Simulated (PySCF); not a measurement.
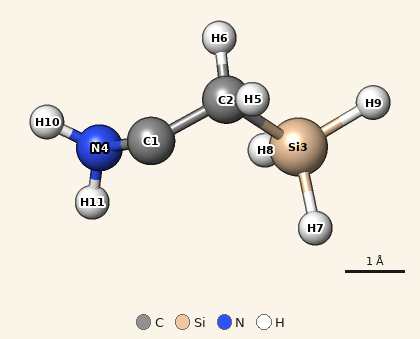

*The input geometry (ball-and-stick view, seen at a tilt; atoms are numbered from 1 in the order of the input).*

Bond lengths as drawn: C–C 1.48 Å, C–H 1.10 to 1.11 Å, C–N 1.37 Å, C–Si 1.90 Å, H–N 1.02 Å and H–Si 1.49 to 1.50 Å.

C₂H₇NSi: EPR calculation

C₂H₇NSi, multiplicity 3, computed with UKS BHandHLYP, IGLO-III on C N Si, pcH-1 on H, non-relativistic, mean-field spin-orbit, GIAO (PySCF 2.14.0).

**The input**
```
{"job": {"kind": "epr", "xc": "BHandHLYP"}, "charge": 0, "multiplicity": 3}
C      0.941584     0.759523    -0.461639
C     -0.316869     0.898672     0.298858
Si    -1.451178    -0.613176     0.073824
N      1.932181    -0.164815    -0.257029
H     -0.871332     1.791603    -0.032888
H     -0.124526     1.022931     1.385191
H     -1.838804    -0.744585    -1.364418
H     -0.732728    -1.856678     0.487500
H     -2.696261    -0.486185     0.896823
H      2.833286     0.206943     0.038823
H      2.063431    -0.858227    -0.991990
```

The first line tells a small driver script what to run in PySCF; the rest is the geometry in Å.

Run on 1 CPU thread, shared host.

Launched with:
```bash
OMP_NUM_THREADS=1 python <driver script> task.json out
```

**The program's output**
```
UKS, coarse grid
  cycle   1  E = -424.47684200  |g| = 2.02e-01
  cycle   2  E = -424.50569310  |g| = 9.36e-02
  cycle   3  E = -424.51058096  |g| = 4.50e-02
  cycle   4  E = -424.51212226  |g| = 1.11e-02
  cycle   5  E = -424.51233195  |g| = 4.62e-03
  cycle   6  E = -424.51237111  |g| = 1.67e-03
  cycle   7  E = -424.51237593  |g| = 7.20e-04
UKS, final grid
  cycle   1  E = -424.51237821  |g| = 5.56e-04
  cycle   2  E = -424.51237834  |g| = 4.94e-04
  cycle   3  E = -424.51237846  |g| = 1.24e-04
  cycle   4  E = -424.51237849  |g| = 7.44e-05
  cycle   5  E = -424.51237850  |g| = 9.41e-06
E = -424.51237850 Eh   <S^2> = 2.0095 (exact 2.0000)
g shifts (ppm)      1          2          3
  rmc          -162       -162       -162
  gc             27         13        -22
  oz_so        -162        353        538
  total        -297        204        354
hyperfine (MHz)  atom isotope    a_iso     a_fc   dipolar eigenvalues
    0   13C     270.57     270.72    -71.16     15.48     55.68
    1   13C      29.64      29.64     -5.46     -4.09      9.56
    2  29Si     -62.23     -62.30     -9.59      4.39      5.20
    3   14N      -4.76      -4.74     -5.84     -5.58     11.42
    4    1H      17.93      17.93     -5.73     -5.26     10.99
    5    1H      68.27      68.27     -5.01     -3.30      8.31
    6    1H      -2.07      -2.07     -2.27     -1.54      3.81
    7    1H      -1.46      -1.46     -2.11     -1.43      3.54
    8    1H      12.61      12.61     -1.45     -0.87      2.31
    9    1H      50.64      50.64     -9.01     -5.16     14.17
   10    1H      53.27      53.26     -8.96     -5.20     14.16
zero-field splitting (cm-1)  D = 0.5799  E = 0.0602  (spin-spin 0.5439, spin-orbit 0.0361)
```

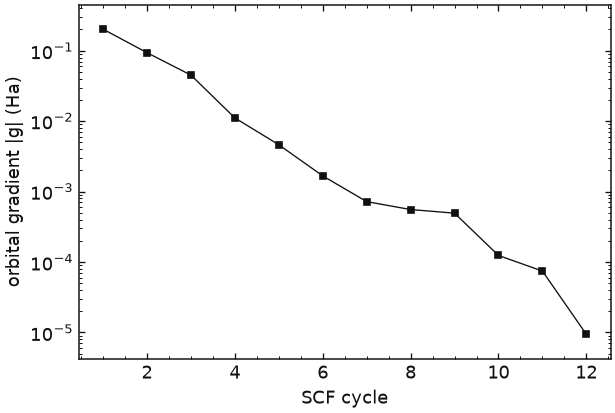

*Convergence of the self-consistent field: orbital gradient |g| against the SCF cycle.*

All cycles printed in the log are drawn one after another.

**Summary**

- outcome: converged
- total energy: −424.512378 hartree
- ⟨S²⟩: 2.009
- isotropic g: 2.0024
- wall time: 31 s
- peak memory: 0.85 GiB
